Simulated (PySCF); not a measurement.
**C₂H₈GaN, SMILES `C[Ga](C)N`: what the electrons do**

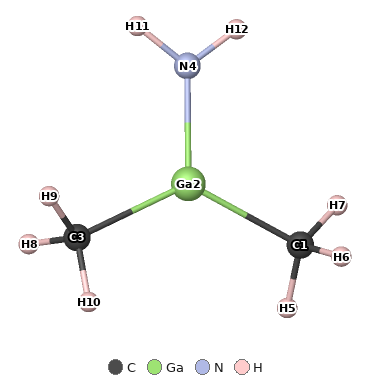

The molecule, with its atoms numbered as below. No frequency check shows the geometry to be a minimum.

Geometry (Å), atoms numbered from 1:

```
C1       1.8371   -0.8844    0.0003
Ga2      0.0013   -0.0111   -0.0004
C3      -1.8213   -0.9122    0.0005
N4      -0.0187    1.8145    0.0002
H5       1.8429   -1.7970   -0.6002
H6       2.1353   -1.1557    1.0162
H7       2.5868   -0.1985   -0.4005
H8      -2.2427   -0.9272   -1.0078
H9      -2.5150   -0.3653    0.6434
H10     -1.7600   -1.9439    0.3535
H11     -0.8469    2.3960    0.0286
H12      0.7952    2.4156   -0.0263
```

### 1. Bonding charge

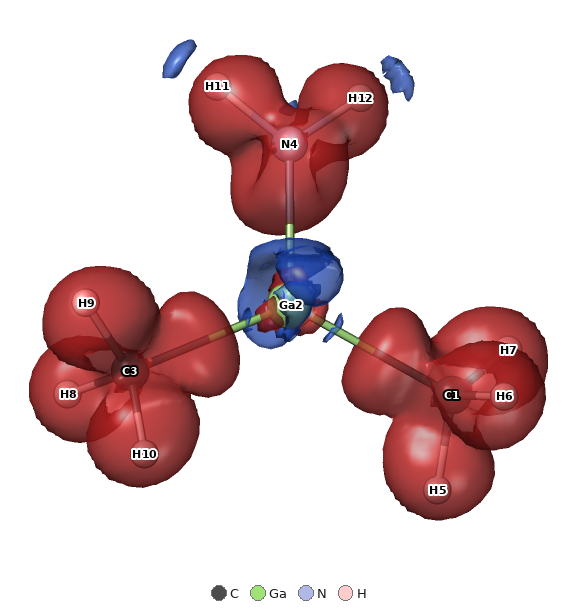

Deformation density (molecule less spherical, spin-averaged free atoms at the same positions), surfaces at ±0.07 e/Å³; red: gain, blue: loss.

PySCF calculation, BLYP/aug-cc-pVDZ, gas phase; geometry: GFN2-xTB.

> Describe the bonding that the map shows.

The five largest and four smallest: N4–H12: +0.78 e/Å³ at the bond critical point (bond length 1.01 Å). N4–H11: +0.78 e/Å³ at the bond critical point (bond length 1.01 Å). C3–H10: +0.61 e/Å³ at the bond critical point (bond length 1.09 Å). C1–H7: +0.60 e/Å³ at the bond critical point (bond length 1.09 Å). C1–H5: +0.60 e/Å³ at the bond critical point (bond length 1.09 Å). C3–H8: +0.60 e/Å³ at the bond critical point (bond length 1.09 Å). C1–Ga2: +0.14 e/Å³ at the bond critical point (bond length 2.03 Å). Ga2–C3: +0.14 e/Å³ at the bond critical point (bond length 2.03 Å). Ga2–N4: +0.04 e/Å³ at the bond critical point (bond length 1.83 Å); up to 0.6 Å beside the axis the gain reaches +0.28 e/Å³. In all, 2.4 electrons gather in the regions of gain relative to the promolecule. A small or negative value marks a very polar bond, one between electron-rich atoms, whose free-atom densities already overlap strongly, a long bond to a heavier atom, or a closed-shell contact such as a hydrogen bond.

### 2. Bond critical points

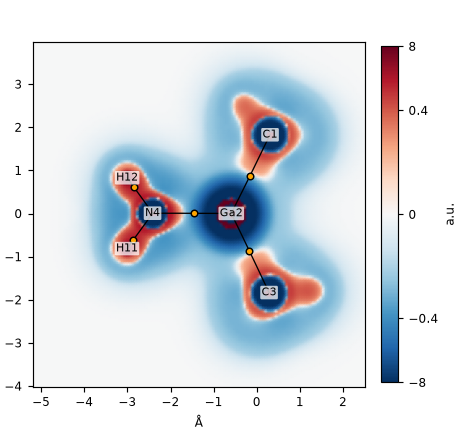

Negative Laplacian of the density (−∇²ρ) in the plane of C1, Ga2, C3, N4, H11 and H12 (red positive, blue negative, colour scale in a.u., logarithmic beyond ±0.04), with bond paths and bond critical points (dots).

> Sort the bonds in the plane by the sign of ∇²ρ at their critical points.

Concentrated (∇²ρ < 0): N4–H12 (−1.46 a.u.); N4–H11 (−1.46 a.u.). Depleted (∇²ρ > 0): Ga2–N4 (+0.61 a.u., H = −0.033); C1–Ga2 (+0.12 a.u., H = −0.047); Ga2–C3 (+0.12 a.u., H = −0.047).

> Where along N4–H11 does the critical point lie?

0.76 Å from N4 and 0.25 Å from H11.

### 3. Local ionisation energy

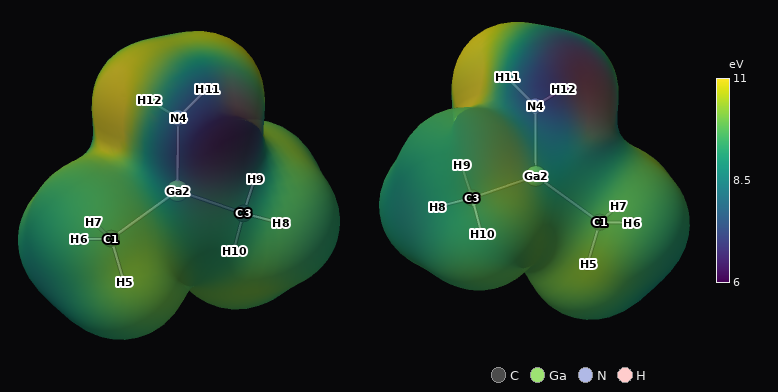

Average local ionisation energy on the surface of electron density 0.001 a.u. (back view left, front view right).

> Locate the minima of the map.

The lowest value is 6.2 eV, over N4, off the plane of its three bonds (2.1 Å), and at like points elsewhere. Further minima include 8.4 eV, near H8 (1.84 Å), H9 (1.99 Å), H10 (2.04 Å) and C3 (2.06 Å), and at like points elsewhere. For comparison, the highest occupied orbital lies at −5.6 eV.

### 4. Excited states

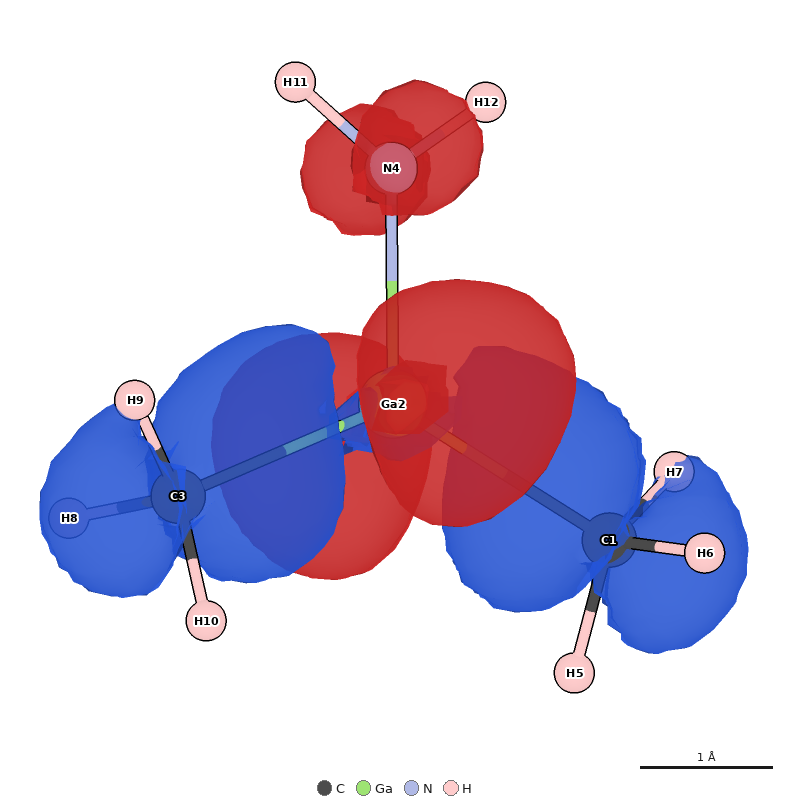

Unrelaxed difference density of S₁ less the ground state (TDA singlet states), ±0.03 e/Å³; red: gain, blue: loss.

Level of theory: B3LYP/6-311G** (PySCF), at a geometry from GFN2-xTB. Without diffuse functions Rydberg states are missing, so the states' numbers hold for this basis only.

> How does the charge move on excitation?

0.80 e is displaced in all, of which about 0.5 e passes between atoms: C3 (0.23 e) and C1 (0.23 e) lose electrons and Ga2 (0.42 e) and N4 (0.10 e) gain them. The state: 5.93 eV (209 nm), f = 0.000 (very weak); the leading pair carries 100 %; hole on C1 and C3 (28 % each) and Ga2 (23 %), electron on Ga2 (65 %), N4 (11 %) and C1 and C3 (5 % each); their centroids lie 0.6 Å apart; S₂ lies within 0.1 eV of it.

### 5. In an electric field

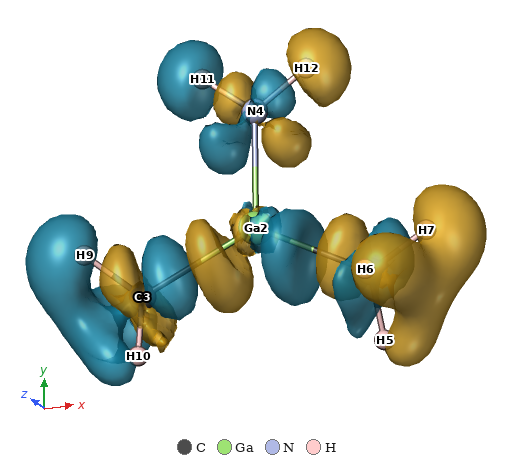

Change of the electron density in a uniform field of 0.21 V/Å, surfaces at ±0.002 e/Å³ (yellow: gain, teal: loss).

PySCF calculation, B3LYP/def2-SVPD, gas phase; geometry: GFN2-xTB.

The field was applied in both directions; the picture shows the one opposite to the script's first.

> Along which Cartesian direction does the field point?

Along −x: electrons gather on the +x side, against the field.

> How large is the response?

The induced dipole is 0.78 D (along the field); α along this axis, from the fields in both directions, is 77 bohr³ (11.4 Å³).

### 6. Removing or adding an electron

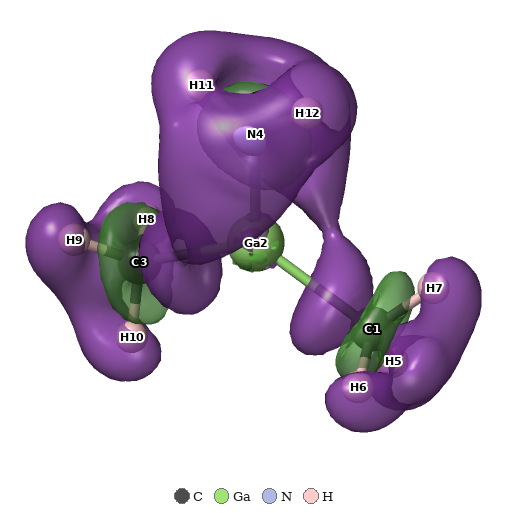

Fukui function f⁻ = ρ(N) − ρ(N−1) at fixed geometry, surfaces at ±0.015 e/Å³ (purple positive, green negative).

Method: B3LYP/6-311G**; geometry: GFN2-xTB; program: PySCF.

> On which atoms does the density change most on removal of an electron?

f⁻ (Hirshfeld-condensed) is largest on N4 (0.24) and Ga2 (0.17); the vertical ionisation energy is 9.08 eV (the stability of the cation's solution wasn't checked). Condensed values hint at sites of electrophilic attack but needn't mark the atom that reacts. Orbital relaxation makes it negative in places (0.19 e in all).

### 7. Stretching a bond

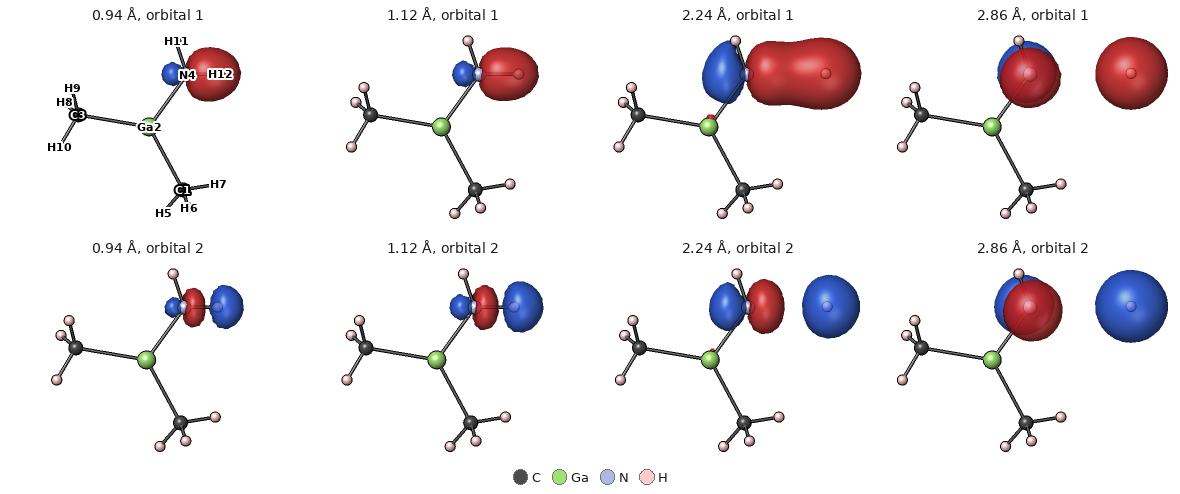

Rigid stretch of the N4–H12 bond. The two CASSCF(2,2) natural orbitals nearest half filling (orbital 1 the more occupied).

PySCF calculation, cc-pVDZ basis, gas phase; geometry: GFN2-xTB.

> How do the occupations change along the stretch?

0.94 Å: 1.99 and 0.01; 1.12 Å: 1.97 and 0.03; 2.24 Å: 1.54 and 0.46; 2.86 Å: 1.01 and 0.99. At the longest distance computed (2.86 Å) they are 1.01 and 0.99, and the effective number of unpaired electrons is 2.0.

> Where does the UHF solution part from RHF?

Between 1.38 Å (⟨S²⟩ = 0, the two coincide) and 1.58 Å (⟨S²⟩ = 0.26); at 2.86 Å ⟨S²⟩ is 1.01 and UHF lies 4.3 eV below RHF.

> How much energy does the stretch cost?

By CASSCF, 4.6 eV from the lowest point of the scan (1.02 Å) to 2.86 Å; RHF gives 8.4 eV from its own lowest point. The fragments aren't relaxed and dynamic correlation is missing, so this isn't a bond dissociation energy.
